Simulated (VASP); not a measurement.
Band structure of TiTe (relaxed from the zinc blende structure, space group F-43m). Method: PBEsol GGA, VASP's PBE PAW potentials (set 64) (plane waves; VASP).

Unless said otherwise, spin-orbit coupling is left out, though it shifts the bands of the heavy elements here.

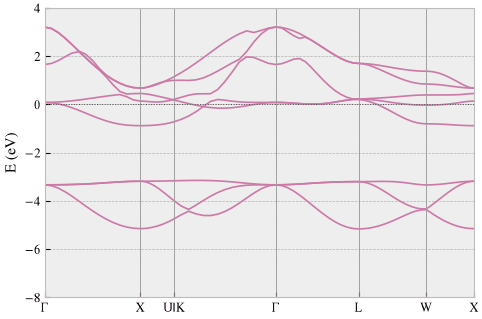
*Bands along high-symmetry lines, zero at the valence-band maximum or, without a gap, the Fermi level*

Problem. Read the plot: is there a gap, and where are the band edges?

Solution. It has no gap at this level: it comes out as a metal or semimetal. (Edges off the drawn lines would not show.)

The structure was generated: TiTe was put into the zinc blende type (F-43m), which need not be its known phase. It was relaxed first, which changed the volume by -28 %.
